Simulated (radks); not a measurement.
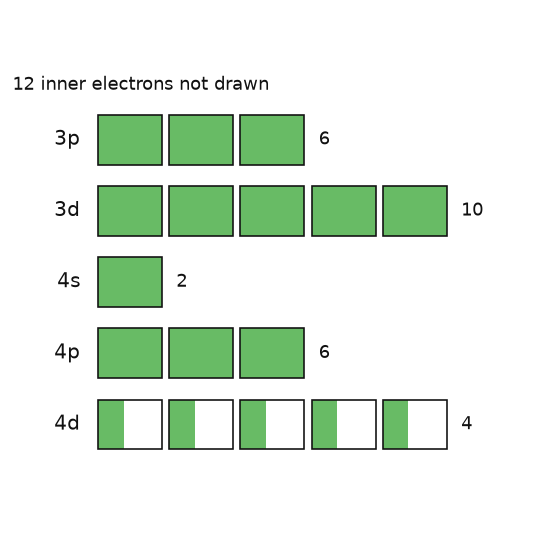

*The outer shells as the input fills them: a box for each of the 2l + 1 orbitals, shaded by the share of the shell that is filled, with the electron count at the right.*

Atomic calculation for Nb⁺

- system: Nb⁺ (Z = 41, 40 electrons) in the configuration [Kr] 4d4 (open shells shared over both j by 2j + 1).
- method: Dirac Kohn-Sham, PBE, spin-unpolarised, spherical densities, point nucleus (the in-house radial solver radks)

Input file:
```
Z 41
configuration [Kr] 4d4
relativity Dirac
functional pbe,pbe
spin unpolarised
j_filling average
nucleus point
c 137.035999084
history 2
max_iterations 91
```

Energies in input and log are in hartree, lengths in bohr.

Hardware: 1 thread of Arm Neoverse N1, 69 GiB of memory available, shared host.

Launched within a batch (the task file carries these settings):
```bash
python <driver script> task.json out
```

Log:
```
1s1/2   1   2.0000        -691.12046450
2s1/2   1   2.0000         -96.85111587
2p1/2   1   2.0000         -88.89850395
2p3/2   1   4.0000         -85.37856459
3s1/2   1   2.0000         -16.35518873
3p1/2   1   2.0000         -13.36107175
3p3/2   1   4.0000         -12.79098648
3d3/2   1   4.0000          -7.50530341
3d5/2   1   6.0000          -7.39918694
4s1/2   1   2.0000          -2.38060113
4p1/2   1   2.0000          -1.55755369
4p3/2   1   4.0000          -1.48079170
4d3/2   1   1.6000          -0.34577963
4d5/2   1   2.4000          -0.33964549
Etot -3819.866815381851
Ekin 3954.1502521464354
Encl -9215.689072634554
Eh 1560.4230894545942
Exc -118.7510843483272
err 3.313709886197196e-09
it 18
```

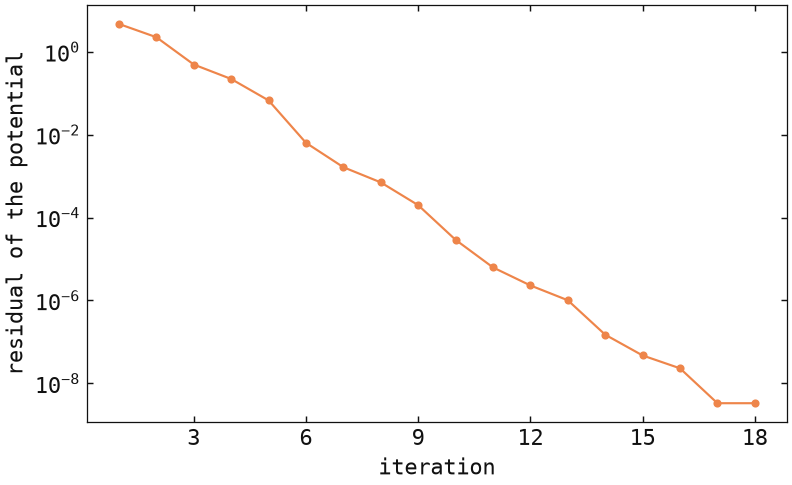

*Convergence: residual of the potential against the iteration.*

The residual falls almost steadily, with no more than small rises or pauses. It goes from 4.7 to 3.3×10⁻⁹ in 18 steps.

What the run reported:

- outcome: converged
- total energy: −3819.8668 hartree
- kinetic energy: 3954.1503 hartree
- electron–nucleus energy: −9215.6891 hartree
- Hartree energy: 1560.4231 hartree
- exchange–correlation energy: −118.751084 hartree
- radius at density 0.001 e/bohr³: 4.09 bohr
- SCF iterations: 18

What is odd here:

A numerical setting was moved from its usual value: mixing history nhist = 2. The program ran to the end, and its total energy equals that of the same run with the usual input (−3819.86682 hartree) within 10⁻⁵ hartree, so the oddity leaves no trace in it.
